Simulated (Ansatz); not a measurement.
```xyz
7
charge 1, multiplicity 1
Li   -2.5243    0.1410   -0.1698
C    -0.4772   -0.0882   -0.3931
S     0.7476   -0.3682    0.8877
H    -0.4036   -1.0147   -0.9908
H    -0.0757    0.7037   -1.0265
H     0.7818    0.8876    1.4273
H     1.9678   -0.1889    0.2551
```

Geometry: atoms displaced at random (about 0.015 Å) from a stationary point of GFN2-xTB.

Describe the molecule in this file.

The species is CH₄LiS⁺. SMILES: `[Li][CH2][SH2+]`. Coordination, clear cases only: 1 S trigonal pyramidal.

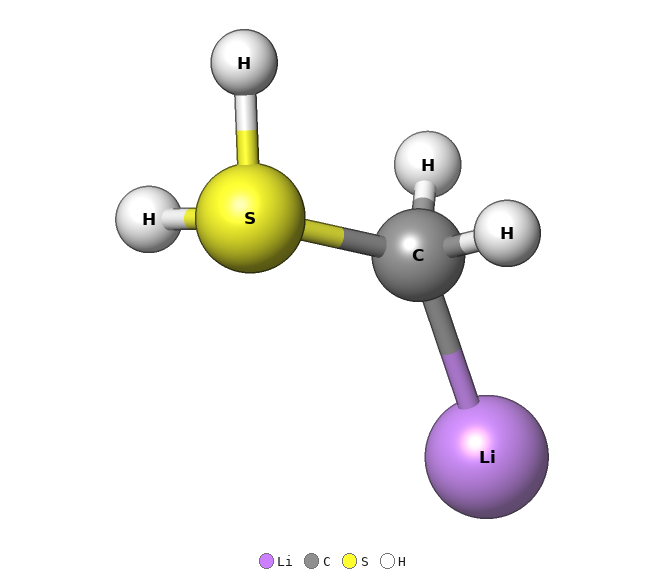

(Drawn from a calculation with Ansatz.)
